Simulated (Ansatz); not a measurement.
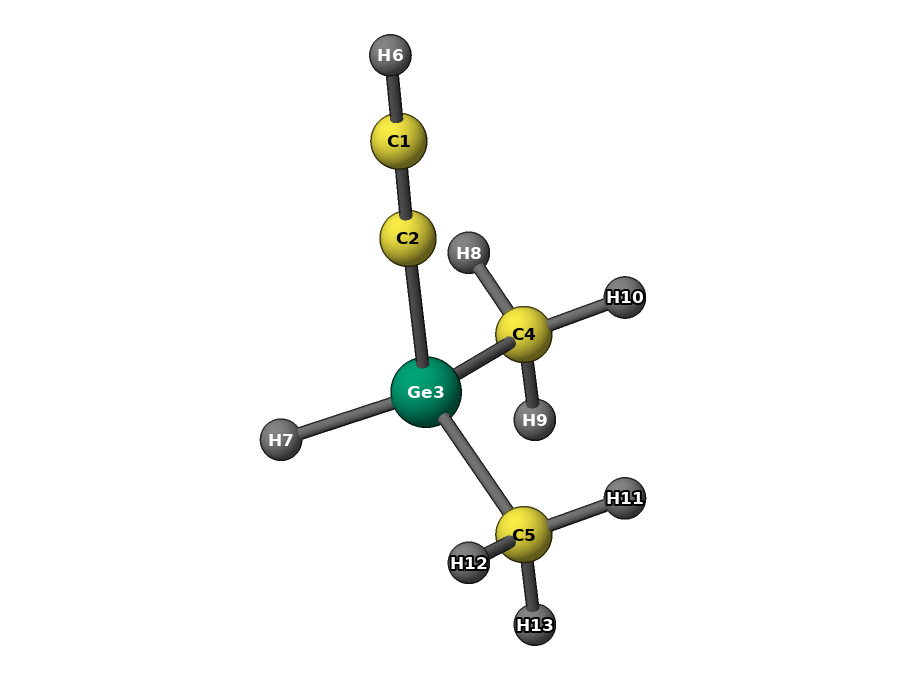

The questions are on Mulliken charges. The computed structure is the end point of a PBE0-D4/def2-TZVP optimisation. No frequency run is at hand to confirm it as a minimum. Method: RKS ωB97M-V/def2-TZVPP (Ansatz 0.2.0).

List the Mulliken charges.

| atom | value (e) |
| --- | --- |
| C1 | −0.20 |
| C2 | −0.24 |
| Ge3 | 0.32 |
| C4 | −0.44 |
| C5 | −0.44 |
| H6 | 0.22 |
| H7 | 0.02 |
| H8 | 0.13 |
| H9 | 0.12 |
| H10 | 0.13 |
| H11 | 0.13 |
| H12 | 0.13 |
| H13 | 0.12 |

Mulliken values depend strongly on the basis set and can even reverse the polarity of a bond.
